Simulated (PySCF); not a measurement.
**C2H8F4O4Si3: density, localisation and related maps**

```xyz
21

C    -3.0252   -0.5636   -0.8511
Si   -1.3099   -0.5614   -0.0565
C    -1.2794   -0.5545    1.8412
O    -0.4968   -1.7890   -0.7271
O    -0.6202    0.8823   -0.5413
Si    0.5663    1.9094   -0.5728
F     0.7527    2.5157   -2.0223
F     0.2986    3.1311    0.4022
O     2.0051    1.3022   -0.1711
Si    2.7485    0.1232    0.5736
O     4.3082    0.4212    0.5008
F     2.2231   -0.0819    2.0627
F     2.3673   -1.2901   -0.0743
H    -2.9543   -0.4760   -1.9306
H    -3.6301    0.2617   -0.4906
H    -3.5516   -1.4847   -0.6279
H    -0.2617   -0.5117    2.2197
H    -1.8090    0.3027    2.2453
H    -1.7425   -1.4478    2.2489
H     0.4411   -1.9293   -0.6054
H     4.9610   -0.1426    0.9072
```

Geometry: GFN2-xTB.

All numbers below come from PBE0/6-31G*, SCF density, gas phase, non-relativistic in PySCF.

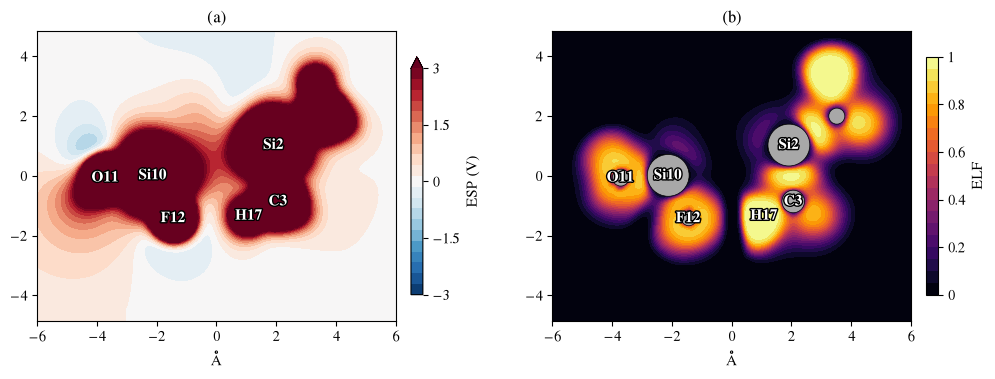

Figure 1. (a) molecular electrostatic potential; (b) ELF on the plane of atoms O11, Si10 and F12. Grey discs cover the atomic cores in the ELF map.

**Describe what can be read from this map.**

- Atoms in the plane: Si, C, O, F and H.
- Si–F (1.59 Å): the ELF peaks at about 0.85 in the valence shell of F, 0.6 Å from its nucleus, and is about 0.50 at the midpoint.
- C–Si (1.90 Å): the ELF peaks at about 0.95 between the atoms, as expected for localised, covalent bonding.
- C–H (1.09 Å): the ELF climbs to about 1 towards the hydrogen, as it does in any bond to H; an ordinary covalent bond to hydrogen.
- The ELF also peaks beside F12 and O11, away from the bonds: lone-pair regions.
- Outside the dense part of the molecule the potential is most negative (−0.9 V) near O11.

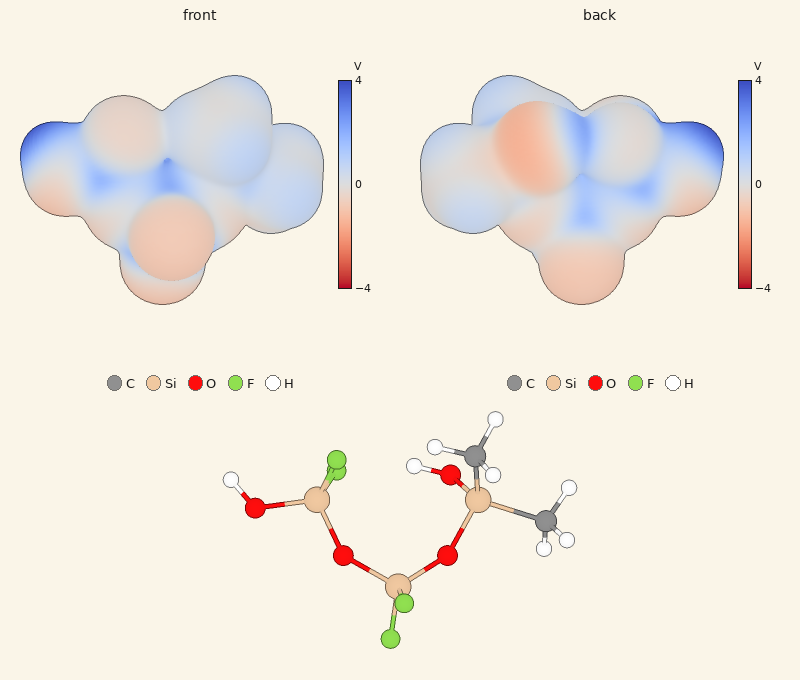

Figure 2. The electrostatic potential painted on the density surface at 0.002 e/bohr³, seen from the front and from behind; the colour scale runs from red (negative) to blue (positive). The bare structure is drawn below in the same view.

**Which sites attract a positive test charge, and which a negative one?**

A positive charge is drawn to the negative regions and a negative charge to the positive ones. The most negative region (about −1.4 V, or −32 kcal/mol for a unit charge) lies over O4, the most positive (about +3.5 V, or +81 kcal/mol for a unit charge) over H21. O4 is the likeliest acceptor of a hydrogen bond.

**How polar is the molecule by this calculation?**

Its dipole moment is 3.42 D.
